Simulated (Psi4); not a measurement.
# InH2F (SMILES [H][In]([H])[F]): wB97M-V/def2-SVPD (core potential)

What is the vertical singlet–triplet gap of InH2F at wB97M-V/def2-SVPD (core potential)? 

Program for the calculation: Psi4 1.11.

## 1. The structure to begin with

InH2F has 4 atoms, charge 0, and is taken as a singlet. SMILES: `[H][In]([H])[F]`. Geometry: a GFN2-xTB relaxation, a rough one for these elements and not checked as a minimum.

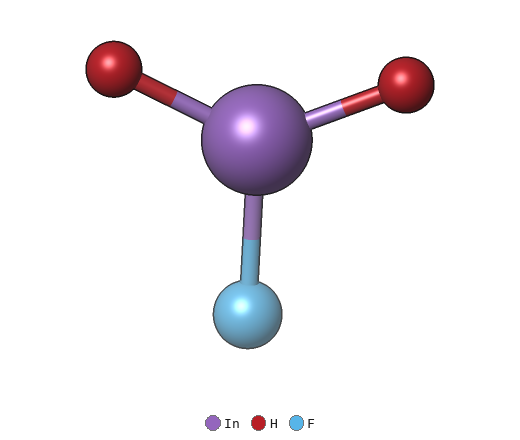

The structure, seen from a chosen angle (indium purple, hydrogen red, fluorine blue).

## 2. The energy at wB97M-V/def2-SVPD (core potential)

Input file input.dat:

```
memory 1600 mb

molecule mol {
  0 1
  In     0.13073125     0.22172157    -0.00035905
  H      3.30928839    -0.13940510     0.02566248
  H     -1.68457746     2.85223923    -0.03564023
  F     -1.75544219    -2.93457460     0.01031790
  units bohr
  symmetry c1
  no_reorient
  no_com
}

set puream true
set e_convergence 1e-09
set d_convergence 1e-08
set scf_type pk
set dft_radial_points 99
set dft_spherical_points 590

energy('wb97m-v/def2-SVPD')
```

On the command line:

```bash
$ psi4 input.dat output.dat -n 1
```

output.dat:

```text
[...]
    !!!  WARNING: ECP capability is in beta. Please check occupations closely.  !!!
[...]
  Running in c1 symmetry.
[...]
  Nuclear repulsion =   67.818386842361534
[...]
  Multiplicity = 1
[...]
  Nalpha       = 16
  Nbeta        = 16
[...]
    Number of basis functions: 71
[...]
   @RKS iter   1:  -290.89454139825563   -1.23792e+00   7.86196e-03 ADIIS/DIIS
[...]
   @RKS iter  10:  -291.01903305932279   -6.93490e-12   6.04541e-09 DIIS
[...]
    Orbital Energies [Eh]
    ---------------------
    Doubly Occupied:
       1A    -24.846937     2A     -4.847867     3A     -3.249302
       4A     -3.237975     5A     -3.236487     6A     -1.208991
       7A     -0.913467     8A     -0.907861     9A     -0.905798
      10A     -0.903765    11A     -0.898411    12A     -0.560550
      13A     -0.476828    14A     -0.470361    15A     -0.458813
      16A     -0.400895
[...]
  @RKS Final Energy:  -291.01903305932279
   => Energetics <=
    Nuclear Repulsion Energy =             67.8183868423615337
    One-Electron Energy =                -610.7541314549174558
    Two-Electron Energy =                 271.4445460662405480
    DFT Exchange-Correlation Energy =     -19.6548986986268943
    Empirical Dispersion Energy =           0.0000000000000000
    VV10 Nonlocal Energy =                  0.1270641856194950
    Total Energy =                       -291.0190330593227941
[...]
 Multipole Moments:
 ------------------------------------------------------------------------------------
     Multipole            Electronic (a.u.)      Nuclear  (a.u.)        Total (a.u.)
 ------------------------------------------------------------------------------------
 L = 1.  Multiply by 2.5417464519 to convert [e a0] to [Debye]
 Dipole X            :         12.0162995          -11.4289125            0.5873870
 Dipole Y            :         20.0297753          -19.0421843            0.9875910
 Dipole Z            :         -0.0783002            0.0753433           -0.0029569
 Magnitude           :                                                    1.1490728
[...]
```

Run time: 59 s. Hardware: 1 thread of Intel Xeon Platinum 8259CL at 2.50GHz (Skylake/Cascade Lake), shared host; peak memory 0.81 GiB.

## 3. The triplet at the same level

Input file run.py:

```python
import psi4

psi4.set_memory(1600000000)
psi4.set_num_threads(1)
psi4.core.set_output_file('psi4.out', False)

m = psi4.geometry("""
0 3
In     0.13073125     0.22172157    -0.00035905
H      3.30928839    -0.13940510     0.02566248
H     -1.68457746     2.85223923    -0.03564023
F     -1.75544219    -2.93457460     0.01031790
units au
symmetry c1
no_reorient
no_com
""")

psi4.set_options({
    'basis': 'def2-SVPD',
    'reference': 'uks',
    'puream': True,
    'e_convergence': 1e-09,
    'd_convergence': 1e-08,
    'scf_type': 'pk',
    'dft_radial_points': 99,
    'dft_spherical_points': 590,
    'maxiter': 200,
})

e_tot, wfn = psi4.energy("wb97m-v", molecule=m, return_wfn=True)
print('E =', round(e_tot, 9))
```

On the command line:

```bash
$ python run.py
```

psi4.out:

```text
[...]
    !!!  WARNING: ECP capability is in beta. Please check occupations closely.  !!!
[...]
  Running in c1 symmetry.
[...]
  Nuclear repulsion =   67.818386842361534
[...]
  Multiplicity = 3
[...]
  Nalpha       = 17
  Nbeta        = 15
[...]
    Number of basis functions: 71
[...]
   @UKS iter   1:  -290.68026455867522   -1.02364e+00   8.01840e-03 DIIS/ADIIS
[...]
   @UKS iter  16:  -290.82020944816134   -3.46745e-12   7.10762e-09 DIIS
[...]
   @S^2 Observed:                2.014305029E+00
[...]
    Orbital Energies [Eh]
    ---------------------
    Alpha Occupied:
       1A    -24.874409     2A     -4.862589     3A     -3.261347
       4A     -3.253875     5A     -3.251444     6A     -1.233159
       7A     -0.934020     8A     -0.930599     9A     -0.918559
      10A     -0.912263    11A     -0.910119    12A     -0.611711
      13A     -0.521894    14A     -0.497808    15A     -0.493990
      16A     -0.476865    17A     -0.212815
    Alpha Virtual:
      18A     -0.000003    19A      0.027931    20A      0.038399
      21A      0.085566    22A      0.086555    23A      0.104452
      24A      0.106731    25A      0.109498    26A      0.136651
[...]
  @UKS Final Energy:  -290.82020944816134
   => Energetics <=
    Nuclear Repulsion Energy =             67.8183868423615337
    One-Electron Energy =                -610.0265900247836726
    Two-Electron Energy =                 270.8417315358507835
    DFT Exchange-Correlation Energy =     -19.5798021260234982
    Empirical Dispersion Energy =           0.0000000000000000
    VV10 Nonlocal Energy =                  0.1260643244334875
    Total Energy =                       -290.8202094481613358
[...]
 Multipole Moments:
 ------------------------------------------------------------------------------------
     Multipole            Electronic (a.u.)      Nuclear  (a.u.)        Total (a.u.)
 ------------------------------------------------------------------------------------
 L = 1.  Multiply by 2.5417464519 to convert [e a0] to [Debye]
 Dipole X            :         12.0493832          -11.4289125            0.6204706
 Dipole Y            :         20.0733369          -19.0421843            1.0311526
 Dipole Z            :         -0.0810633            0.0753433           -0.0057200
 Magnitude           :                                                    1.2034501
[...]
```

On the terminal:

```text
E = -290.820209448
```

It took 1.7 min on 1 thread of Intel Xeon Platinum 8259CL at 2.50GHz (Skylake/Cascade Lake), shared host; peak memory 0.82 GiB.

## 4. What came out

Level: wB97M-V/def2-SVPD (core potential).

| quantity | value |
| --- | --- |
| singlet: total energy | -291.01903 Eh |
| singlet: dipole moment | 2.92 D |
| singlet: HOMO energy | -10.91 eV |
| singlet: LUMO energy | -0.31 eV |
| singlet: HOMO–LUMO gap | 10.60 eV |
| triplet: total energy | -290.82021 Eh |
| triplet: dipole moment | 3.06 D |
| triplet: HOMO energy (highest over α and β) | -5.79 eV |
| triplet: LUMO energy (lowest over α and β) | -5.71 eV |
| triplet: ⟨S²⟩ | 2.014 |
| vertical energy of the triplet above the singlet | 5.410 eV |

At this shape the triplet lies 5.41 eV (125 kcal/mol) above the singlet.
